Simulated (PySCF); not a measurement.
## Electronic structure of C₅H₆F₃PS in real space

```xyz
16

C    -2.5585   -0.4862    0.1233
C    -1.1616   -0.7426    0.6652
C    -0.1518    0.2223    0.1868
C     0.0138    1.2903   -0.5999
P     1.4772    0.9103    0.2985
S     2.4113    1.8170    1.7165
C     2.5957   -0.1140   -0.8262
F     3.3929   -0.8956   -0.1092
F     3.3505    0.6705   -1.5885
F     1.8656   -0.8913   -1.6294
H    -3.2673   -1.2368    0.5013
H    -2.9236    0.5071    0.4247
H    -2.5725   -0.5327   -0.9762
H    -0.8057   -1.7528    0.3970
H    -1.1454   -0.7173    1.7685
H    -0.5409    1.9560   -1.2639
```

Geometry: PBE0-D3(BJ)/def2-SVP.

The calculation used PySCF 2.14.0, PBE0/pcSseg-1, SCF density, gas phase, non-relativistic.

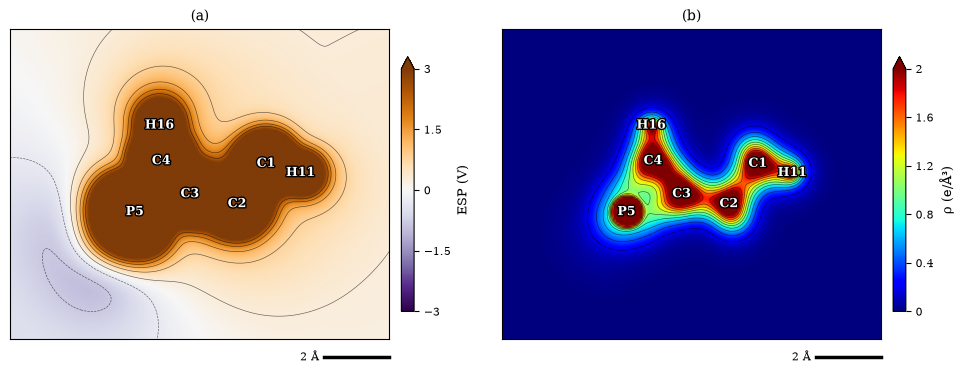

Figure 1. (a) electrostatic potential; (b) electron density on the plane of atoms C2, C3 and C4.

What do the fields say about this system?

Answer.
- Atoms in the plane: C, P and H.
- C–C (1.34 Å): ρ at the midpoint is about 2.2 e/Å³.
- C–P (1.76 Å): ρ at the midpoint is about 1.1 e/Å³.
- C–H (1.09 Å): ρ at the midpoint is about 2 e/Å³.
- C–C (1.48 Å): ρ at the midpoint is about 1.8 e/Å³.
- C–C (1.52 Å): the density is about 1.6 e/Å³ at the midpoint.
- Outside the dense part of the molecule the potential is most negative (−0.9 V) near F8, which lies off the plane.

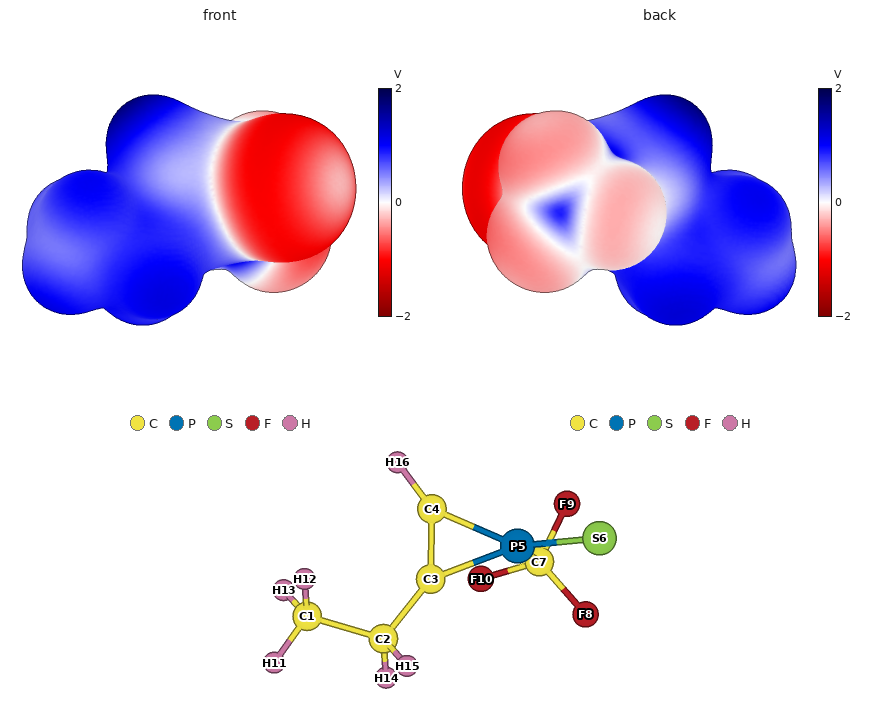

Figure 2. The electrostatic potential painted on the density surface at 0.002 e/bohr³, seen from the front and from behind; red is negative and blue positive. The bare structure is drawn below in the same view.

Describe the electrostatic potential map.

Answer. The most negative region (about −1.1 V, or −25 kcal/mol for a unit charge) lies over S6, the most positive (about +1.7 V, or +39 kcal/mol for a unit charge) over H16.
